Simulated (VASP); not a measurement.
Band structure of Ag$_{2}$S (space group Pc). Method: LDA (Ceperley-Alder, Perdew-Zunger), VASP's LDA PAW potentials (set 64) (plane waves; VASP).

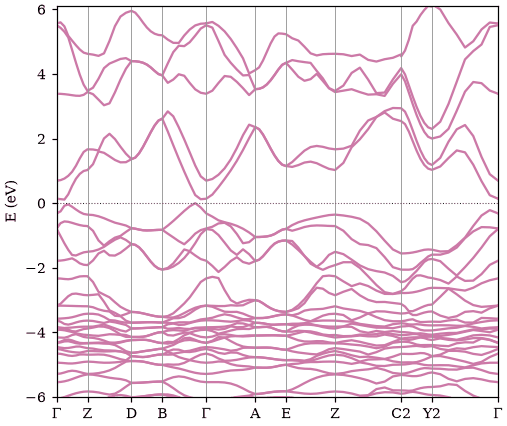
Fig. 1. Bands along high-symmetry lines, zero at the valence-band maximum or, without a gap, the Fermi level

Task: Read the plot: is there a gap, and where are the band edges?

Result: The gap is indirect, 0.11 eV, from the valence maximum at B-Γ at 0.75 to the conduction minimum at Γ-Z at 0.25. (Edges off the drawn lines would not show.)

The structure comes from a computed database's Ag2S entry (Pc); how it stands against other phases isn't given here. It was relaxed first, which changed the volume by -9 %.
